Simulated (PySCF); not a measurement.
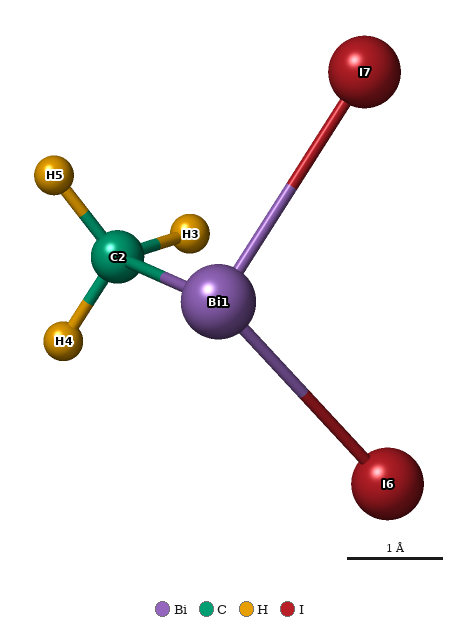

Fig. 1: The input geometry of run A (ball-and-stick view, seen at a tilt; atoms are numbered from 1 in the order of the input). Sticks mark near contacts. Bond lengths as drawn: Bi–C 2.30 Å, Bi–I 2.87 Å and C–H 1.10 Å.

# CH₃BiI₂: a failed or faulty run and its cure

System: CH₃BiI₂ (Bi(CH3)(I)2).
Method of run A: RKS B3LYP, Bi def2-SVP with ECP60, C def2-SVP, H def2-SVP, I def2-SVP with ECP28; non-relativistic Hamiltonian with a scalar-relativistic core potential; density fitting (PySCF 2.14.0).

Some settings of this run were made unusual or wrong on purpose. Text and figures count atoms from 1; the logs count them from 0 in places.

**Input, run A**
```python
mol = gto.M(atom='''
Bi     0.65381     0.00000     0.87894
C      2.66309     0.00000    -0.23429
H      2.46057     0.00000    -1.31263
H      3.21686     0.90536     0.05305
H      3.21686    -0.90536     0.05305
I     -0.38471     2.24804    -0.56379
I     -0.38471    -2.24804    -0.56379''',
    basis={'Bi': 'def2-SVP', 'C': 'def2-SVP', 'H': 'def2-SVP', 'I': 'def2-SVP'},
    ecp={'Bi': 'def2-SVP', 'I': 'def2-SVP'},
    charge=0, spin=0)
mf = dft.RKS(mol, xc='B3LYP')
mf.grids.atom_grid = (15, 26)  # f atoms: at least (60, 302), unpruned
mf = mf.density_fit()  # Bi def2-universal-JKFIT, C def2-universal-JKFIT, H def2-universal-JKFIT, I def2-universal-JKFIT
mf.conv_tol = 1e-08; mf.max_cycle = 55
mf.kernel(dm0)
```

The script is an equivalent of the set-up of the self-consistent field. The run itself was carried out by a driver, which started from the orbitals of the step before it where there was one and computed the further properties.

Command:
```bash
OMP_NUM_THREADS=2 python <driver script>
```

Hardware: 2 threads of Arm Neoverse V1, 24 GiB of memory available, shared host.

**Output (run A)**
```
init E= -852.303018060518
  HOMO = -0.198137750464245  LUMO = -0.116821860391019  gap/eV = 2.21272
cycle= 1 E= -849.845364717136  delta_E= 2.46  |g|= 1.03  |ddm|= 3.24
  HOMO = -0.154091467092947  LUMO = -0.0443870236461912  gap/eV = 2.98521
cycle= 2 E= -849.588642971477  delta_E= 0.257  |g|= 1.23  |ddm|= 3.59
  HOMO = -0.258980896634501  LUMO = -0.118936682421293  gap/eV = 3.81080
cycle= 3 E= -850.153949293914  delta_E= -0.565  |g|= 0.141  |ddm|= 2.36
  HOMO = -0.247015429884837  LUMO = -0.0996315371277312  gap/eV = 4.01052
cycle= 4 E= -850.158763407455  delta_E= -0.00481  |g|= 0.0719  |ddm|= 0.303
  HOMO = -0.253057056357702  LUMO = -0.10394953426732  gap/eV = 4.05742
cycle= 5 E= -850.160178401125  delta_E= -0.00141  |g|= 0.0241  |ddm|= 0.107
  HOMO = -0.252993267383909  LUMO = -0.104963634453323  gap/eV = 4.02809
cycle= 6 E= -850.16035449375  delta_E= -0.000176  |g|= 0.00416  |ddm|= 0.0343
  HOMO = -0.252777886067661  LUMO = -0.104459108177162  gap/eV = 4.03596
cycle= 7 E= -850.160360704862  delta_E= -6.21e-06  |g|= 0.000998  |ddm|= 0.00719
  HOMO = -0.252785341508062  LUMO = -0.104464107841187  gap/eV = 4.03603
cycle= 8 E= -850.160361027907  delta_E= -3.23e-07  |g|= 0.000224  |ddm|= 0.00151
  HOMO = -0.252781373930964  LUMO = -0.104474221157739  gap/eV = 4.03564
cycle= 9 E= -850.160361049975  delta_E= -2.21e-08  |g|= 2.97e-05  |ddm|= 0.000379
  HOMO = -0.252783440566648  LUMO = -0.104478465577543  gap/eV = 4.03558
cycle= 10 E= -850.160361050305  delta_E= -3.3e-10  |g|= 7.39e-06  |ddm|= 6.64e-05
  HOMO = -0.252784030624282  LUMO = -0.104477826362306  gap/eV = 4.03562
Extra cycle  E= -850.160361050297  delta_E= 7.96e-12  |g|= 9.72e-06  |ddm|= 2.99e-05
converged SCF energy = -850.160361050297
```

### What should be changed in this input?

Some settings of this run were drawn to be unusual or wrong. It converged; results that depend on the unusual settings are not reference values.

A run of the same system that converges differs from this input as follows (lines with − go, lines with + come):
```diff
-mf.grids.atom_grid = (15, 26)  # f atoms: at least (60, 302), unpruned
+mf.grids.atom_grid = (75, 302)  # f atoms: at least (60, 302), unpruned
-mf.conv_tol = 1e-08; mf.max_cycle = 55
+mf.conv_tol = 1e-09; mf.max_cycle = 55
```

**Output (run B)**
```
init E= -850.266366342157
  HOMO = -0.251998844155115  LUMO = -0.105132664891398  gap/eV = 3.99643
cycle= 1 E= -850.266366422229  delta_E= -8.01e-08  |g|= 6.33e-05  |ddm|= 0.00107
  HOMO = -0.252007805670826  LUMO = -0.105136561006807  gap/eV = 3.99657
cycle= 2 E= -850.266366422599  delta_E= -3.71e-10  |g|= 5.68e-05  |ddm|= 0.000199
  HOMO = -0.252004786838203  LUMO = -0.105136674922671  gap/eV = 3.99648
cycle= 3 E= -850.266366423627  delta_E= -1.03e-09  |g|= 1.46e-05  |ddm|= 0.000105
  HOMO = -0.252004803882487  LUMO = -0.105135387175713  gap/eV = 3.99652
cycle= 4 E= -850.266366423702  delta_E= -7.46e-11  |g|= 6.44e-06  |ddm|= 3.51e-05
  HOMO = -0.25200477260198  LUMO = -0.10513651982332  gap/eV = 3.99649
Extra cycle  E= -850.266366423664  delta_E= 3.82e-11  |g|= 1.13e-05  |ddm|= 2.97e-05
converged SCF energy = -850.266366423664
```

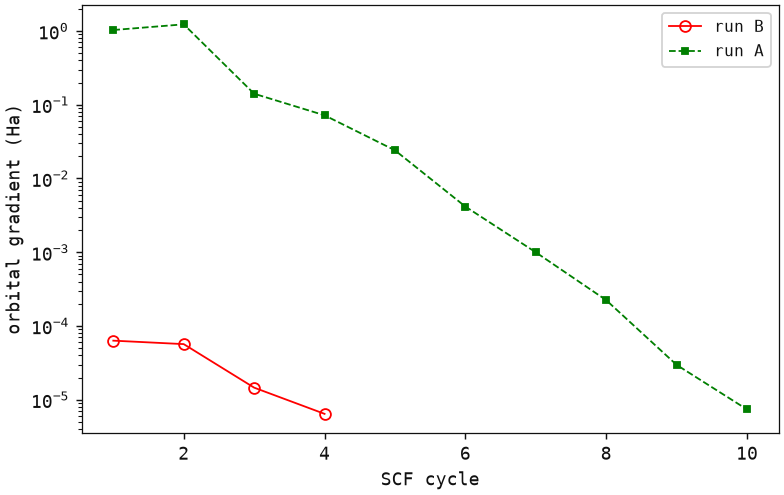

Fig. 2: Convergence of the two runs: orbital gradient against the SCF cycle. Run B takes 4 cycles in all, and run A takes 10.

**The two runs side by side**

| quantity | run A | run B |
| --- | --- | --- |
| outcome | converged | converged |
| total energy (hartree) | −850.160361 | −850.266366 |
| HOMO (eV) | −6.88 | −6.86 |
| LUMO (eV) | −2.84 | −2.86 |
| dipole moment (D) | 3.35 | 3.51 |
| largest force (eV/Å) | 0.642 | 0.033 |
| basis functions | 107 | 107 |
| wall time (shared host) | 4.8 s | 19 s |

The energy of run B is 66.5 kcal/mol lower, which comes mainly from the change of cutoff or grids; a solver setting shouldn't move a converged energy. The largest force goes from 0.642 to 0.033 eV/Å. The dipole moment goes from 3.35 to 3.51 D. This is the error of the numerical integration: a lower energy isn't a better one, and neither grid is shown to be converged. On the same kind of shared host run B took about 4 times as long.
